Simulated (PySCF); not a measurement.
## What a change does: NMR shielding calculation on C₂H₇NSi₃

System: C₂H₇NSi₃.
Method of run A: GIAO HF/pcSseg-1 NMR shielding, non-relativistic, gas phase (PySCF 2.14.0).

The geometry comes from this level: PBE0-D3(BJ)/def2-SVP. Text and figures count atoms from 1; the logs count them from 0 in places.

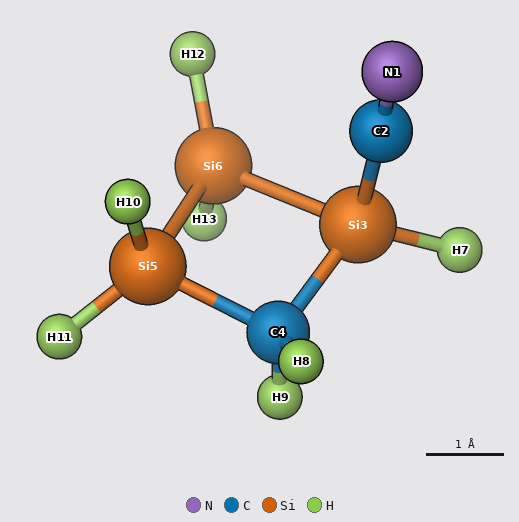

Fig. 1: The input geometry (ball-and-stick view, seen at a tilt; atoms are numbered from 1 in the order of the input). Bond lengths as drawn: C–H 1.10 Å, C–N 1.16 Å, C–Si 1.86 to 1.91 Å, H–Si 1.49 to 1.50 Å and Si–Si 2.35 to 2.36 Å.

### The input, run A
```
{"job": {"kind": "nmr", "xc": "HF", "basis": "pcSseg-1", "pop": false}, "charge": 0, "multiplicity": 1}
N     -2.593541     1.055836    -1.847184
C     -2.029386     0.766932    -0.875106
Si    -1.062983     0.317033     0.650953
C     -0.244662    -1.360240     0.323052
Si     1.257190    -0.707851    -0.666609
Si     1.036434     1.363655     0.450418
H     -1.993715     0.436727     1.809453
H     -0.867180    -2.130833    -0.155794
H      0.121359    -1.754988     1.287698
H      0.915818    -0.562224    -2.112965
H      2.508743    -1.510279    -0.518357
H      1.168898     2.676170    -0.242812
H      1.758970     1.375151     1.760953
```

The first line tells a small driver script what to run in PySCF; the rest is the geometry in Å.

Launched with:
```bash
OMP_NUM_THREADS=1 python <driver script> task.json out
```

Hardware: 1 CPU thread, shared host.

### Output (run A)
```
final grid: 106792 points
cycle   1  E = -1000.8677770598  dE =  5.300e-01  |g| = 5.190e-01  |ddm| = 3.319e+00
cycle   2  E = -1000.9381585330  dE = -7.038e-02  |g| = 4.084e-01  |ddm| = 8.584e-01
cycle   3  E = -1000.9745356382  dE = -3.638e-02  |g| = 8.646e-02  |ddm| = 3.222e-01
cycle   4  E = -1000.9777552266  dE = -3.220e-03  |g| = 1.944e-02  |ddm| = 1.776e-01
cycle   5  E = -1000.9779050768  dE = -1.499e-04  |g| = 4.590e-03  |ddm| = 4.083e-02
cycle   6  E = -1000.9779161941  dE = -1.112e-05  |g| = 1.780e-03  |ddm| = 1.143e-02
cycle   7  E = -1000.9779174263  dE = -1.232e-06  |g| = 5.174e-04  |ddm| = 3.695e-03
cycle   8  E = -1000.9779175301  dE = -1.038e-07  |g| = 1.458e-04  |ddm| = 9.103e-04
cycle   9  E = -1000.9779175459  dE = -1.577e-08  |g| = 6.049e-05  |ddm| = 3.042e-04
cycle  10  E = -1000.9779175508  dE = -4.928e-09  |g| = 3.357e-05  |ddm| = 1.313e-04
cycle  11  E = -1000.9779175530  dE = -2.215e-09  |g| = 1.005e-05  |ddm| = 1.119e-04
cycle  12  E = -1000.9779175532  dE = -1.562e-10  |g| = 2.280e-06  |ddm| = 3.251e-05
converged SCF energy = -1000.9779175532

GIAO shielding tensors (ppm)
atom      isotropic    diamagn.    paramagn.     s11        s22        s33       span
  0 N     -125.422     336.535    -461.957   -331.062   -320.807    275.603    606.665
  1 C       57.308     264.798    -207.491    -65.724    -62.286    299.935    365.659
  2 Si     441.028     876.693    -435.665    393.320    442.133    487.632     94.311
  3 C      197.777     260.279     -62.503    190.748    193.621    208.962     18.213
  4 Si     444.736     876.478    -431.742    405.247    437.129    491.831     86.584
  5 Si     470.511     877.625    -407.114    434.922    486.911    489.701     54.779
  6 H       27.166      28.295      -1.129     23.594     24.533     33.371      9.778
  7 H       31.115      30.928       0.187     26.094     26.891     40.361     14.267
  8 H       31.787      31.836      -0.049     27.529     28.290     39.542     12.013
  9 H       27.269      29.881      -2.612     24.298     25.516     31.991      7.693
 10 H       27.429      29.052      -1.623     23.642     24.766     33.879     10.237
 11 H       27.907      29.486      -1.579     24.312     25.293     34.115      9.803
 12 H       28.109      29.842      -1.733     24.813     26.050     33.466      8.653
```

The input of run B differs as follows (lines with − go, lines with + come):
```diff
-"xc": "HF"
+"xc": "wB97X-D"
```

How does run B compare with run A?

The total energies belong to different methods, so their difference says nothing on which is more stable or more accurate. The HOMO goes from −10.11 to −9.56 eV. The LUMO goes from 2.26 to 0.67 eV. The dipole moment goes from 4.20 to 4.04 D. Of all shieldings, the largest change is that of Si5, by −36.7 ppm. The method changes from HF to wB97X-D. The SCF takes 14 iterations against 12.

### Output (run B)
```
coarse grid: 12448 points
cycle   1  E = -1003.4280649883  dE =  3.891e-01  |g| = 4.747e-01  |ddm| = 3.357e+00
cycle   2  E = -1003.3813602276  dE =  4.670e-02  |g| = 7.148e-01  |ddm| = 8.353e-01
cycle   3  E = -1003.4919562180  dE = -1.106e-01  |g| = 6.903e-02  |ddm| = 4.308e-01
cycle   4  E = -1003.4930536987  dE = -1.097e-03  |g| = 3.589e-02  |ddm| = 1.063e-01
cycle   5  E = -1003.4933681147  dE = -3.144e-04  |g| = 6.138e-03  |ddm| = 4.424e-02
cycle   6  E = -1003.4933802620  dE = -1.215e-05  |g| = 1.944e-03  |ddm| = 1.087e-02
cycle   7  E = -1003.4933816666  dE = -1.405e-06  |g| = 3.053e-04  |ddm| = 4.251e-03
final grid: 106792 points
cycle   8  E = -1003.5362465901  dE = -9.470e-05  |g| = 5.123e-03  |ddm| = 3.184e-02
cycle   9  E = -1003.5362443144  dE =  2.276e-06  |g| = 6.428e-03  |ddm| = 8.759e-03
cycle  10  E = -1003.5362525333  dE = -8.219e-06  |g| = 1.237e-03  |ddm| = 3.852e-03
cycle  11  E = -1003.5362528516  dE = -3.182e-07  |g| = 3.958e-04  |ddm| = 1.197e-03
cycle  12  E = -1003.5362529002  dE = -4.865e-08  |g| = 1.226e-04  |ddm| = 6.646e-04
cycle  13  E = -1003.5362529056  dE = -5.367e-09  |g| = 1.745e-05  |ddm| = 2.422e-04
cycle  14  E = -1003.5362529059  dE = -3.429e-10  |g| = 5.202e-06  |ddm| = 9.957e-05
converged SCF energy = -1003.5362529059

GIAO shielding tensors (ppm)
atom      isotropic    diamagn.    paramagn.     s11        s22        s33       span
  0 N     -112.347     337.966    -450.314   -314.441   -304.453    281.852    596.292
  1 C       57.594     263.844    -206.250    -60.746    -56.910    290.438    351.184
  2 Si     405.955     880.112    -474.158    357.126    403.601    457.136    100.010
  3 C      188.692     260.335     -71.643    180.450    183.976    201.650     21.200
  4 Si     408.049     879.784    -471.735    362.642    398.545    462.960    100.318
  5 Si     437.402     880.689    -443.287    393.129    453.205    465.872     72.743
  6 H       26.492      28.060      -1.568     23.044     23.890     32.543      9.499
  7 H       30.690      30.781      -0.091     25.986     26.706     39.379     13.393
  8 H       31.179      31.639      -0.459     27.273     28.099     38.166     10.893
  9 H       26.600      29.776      -3.176     23.864     24.935     31.001      7.136
 10 H       26.773      28.699      -1.926     23.023     24.275     33.022      9.999
 11 H       27.316      29.067      -1.751     23.902     24.673     33.373      9.471
 12 H       27.464      29.502      -2.039     24.440     25.477     32.474      8.035
```

### The two runs side by side

| quantity | run A | run B |
| --- | --- | --- |
| outcome | converged | converged |
| total energy (hartree) | −1000.977918 | −1003.536253 |
| HOMO (eV) | −10.11 | −9.56 |
| LUMO (eV) | 2.26 | 0.67 |
| dipole moment (D) | 4.20 | 4.04 |
| shielding of N1 (ppm) | −125.4 | −112.3 |
| shielding of Si3 (ppm) | 441.0 | 406.0 |
| shielding of C4 (ppm) | 197.8 | 188.7 |
| shielding of Si5 (ppm) | 444.7 | 408.0 |
| shielding of Si6 (ppm) | 470.5 | 437.4 |
| shielding of H7 (ppm) | 27.2 | 26.5 |
| shielding of H10 (ppm) | 27.3 | 26.6 |
| SCF iterations | 12 | 14 |
| basis functions | 158 | 158 |
| wall time (shared host) | 9.5 s | 23 s |
